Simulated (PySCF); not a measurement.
# C₃H₇GeN₃: magnetic properties

Wanted: magnetic properties for C₃H₇GeN₃ (`Cc1c[n]([GeH3])nn1`).

Computed with PySCF 2.14.0 and routines of our own; the level stands in each step. Atoms count from 0.

### 1 The starting structure

14 atoms, charge 0, multiplicity 1; geometry from: GFN2-xTB.

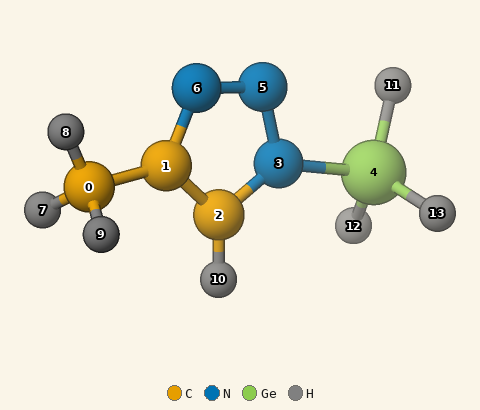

The starting geometry (carbon amber, nitrogen blue, germanium green, hydrogen grey).

### 2 Magnetic properties: GIAO PBE0/pcSseg-1

Job settings and geometry (Å):

```
{"job": {"kind": "mag", "xc": "PBE0", "basis": "pcSseg-1", "isotopologues": 2}, "charge": 0, "multiplicity": 1}
C      2.645436     0.183629     0.591216
C      1.218906    -0.148407     0.346440
C      0.080753     0.608096     0.534638
N     -0.942919    -0.181720     0.139667
Ge    -2.777359    -0.064052     0.061397
N     -0.443851    -1.358877    -0.266368
N      0.825631    -1.342531    -0.145881
H      2.954748     1.019288    -0.035162
H      3.256266    -0.682812     0.355463
H      2.799961     0.461063     1.632766
H     -0.075688     1.603804     0.899289
H     -3.144163    -1.208705    -0.801151
H     -3.101958     1.277466    -0.514756
H     -3.296440    -0.166714     1.460300
```

Method: GIAO PBE0/pcSseg-1 magnetisability, rotational g tensor and spin-rotation constants, non-relativistic, gas phase.

The run is started by

```bash
OMP_NUM_THREADS=1 python excited_run.py task.json out
```

The driver reads the jobs from task.json and runs them one after another.

The program printed:

```text
coarse grid: 55624 points
cycle   1  E = -2358.8396733509  dE =  5.824e-01  |g| = 9.137e-01  |ddm| = 3.732e+00
cycle   2  E = -2358.7905555446  dE =  4.912e-02  |g| = 9.897e-01  |ddm| = 1.191e+00
cycle   3  E = -2358.8957044060  dE = -1.051e-01  |g| = 2.754e-01  |ddm| = 8.679e-01
cycle   4  E = -2358.9110073437  dE = -1.530e-02  |g| = 8.728e-02  |ddm| = 2.683e-01
cycle   5  E = -2358.9123146598  dE = -1.307e-03  |g| = 7.494e-03  |ddm| = 6.940e-02
cycle   6  E = -2358.9123206953  dE = -6.035e-06  |g| = 4.783e-03  |ddm| = 8.714e-03
cycle   7  E = -2358.9123250077  dE = -4.312e-06  |g| = 1.372e-03  |ddm| = 4.165e-03
final grid: 117248 points
cycle   8  E = -2358.9123411706  dE =  1.076e-06  |g| = 2.630e-03  |ddm| = 3.251e-03
cycle   9  E = -2358.9123365927  dE =  4.578e-06  |g| = 5.257e-03  |ddm| = 6.082e-03
cycle  10  E = -2358.9123426754  dE = -6.083e-06  |g| = 1.308e-04  |ddm| = 4.135e-03
cycle  11  E = -2358.9123426793  dE = -3.853e-09  |g| = 2.272e-05  |ddm| = 1.204e-04
cycle  12  E = -2358.9123426794  dE = -1.028e-10  |g| = 7.543e-06  |ddm| = 2.099e-05
converged SCF energy = -2358.9123426794

Magnetisability tensor (1e-30 J/T^2)
    -1050.04      -52.77       47.44
      -52.77    -1051.94      260.78
       47.44      260.78    -1641.09
isotropic -1247.69   principal values   -1745.66  -1054.66   -942.75
isotropic susceptibility -75.138 1e-6 cm^3/mol

Inertial axes            a          b          c
rot. const./GHz      7.4102     0.8588     0.7806
chi total           -62.849    -57.451   -105.113
chi diamagnetic    -274.262  -1420.500  -1558.959
chi paramagnetic    211.413   1363.049   1453.846
quadrupole/D A        7.581     -5.532     -2.049
g nuclear            0.6101     0.5363     0.5375
g electronic        -0.7360    -0.5500    -0.5332
g total             -0.1259    -0.0137     0.0043

Spin-rotation constants (kHz, H = +C I.J)
atom  isotope        aa         bb         cc
  3    14N        1.626      0.106      0.059
  5    14N        2.107      0.213      0.073
  6    14N        2.156      0.209      0.052
  7     1H       -0.680     -0.063     -0.009
  8     1H       -0.268     -0.023     -0.083
  9     1H       -0.694     -0.053     -0.017
 10     1H       -0.722      0.096     -0.089
 11     1H       -0.562      0.020     -0.064
 12     1H       -0.586     -0.026     -0.024
 13     1H       -0.582     -0.073      0.018
  0    13C*       0.920      0.120      0.104
  1    13C*       3.311      0.326      0.149
  2    13C*       2.467      0.386      0.120
  4   73Ge*      -1.812     -0.241     -0.228
* in the singly substituted isotopologue

Isotopologues: g along a, b, c
2H    at 7,8,9,10,11,12    -0.1046    -0.0121     0.0039
13C   at 0                 -0.1254    -0.0133     0.0043
```

It took 28 s on 1 thread of Intel Xeon Platinum 8488C, shared host; peak memory 0.95 GiB.

From this job:

```csv
quantity,value
magnetisability,-1248·10⁻³⁰ J/T²
molar susceptibility,-75.1·10⁻⁶ cm³/mol
"rotational g (a, b, c)","-0.1259, -0.0137, 0.0043"
```

### 3 Results

```
                                           quantity                     value
       magnetisability (step 2, GIAO PBE0/pcSseg-1)          -1248·10⁻³⁰ J/T²
  molar susceptibility (step 2, GIAO PBE0/pcSseg-1)        -75.1·10⁻⁶ cm³/mol
rotational g (a, b, c) (step 2, GIAO PBE0/pcSseg-1)  -0.1259, -0.0137, 0.0043
```

In words: Steps that list no spin-orbit terms leave them out, which matters at and beside the heavy atoms. Vibrational averaging and real surroundings are missing from these values.
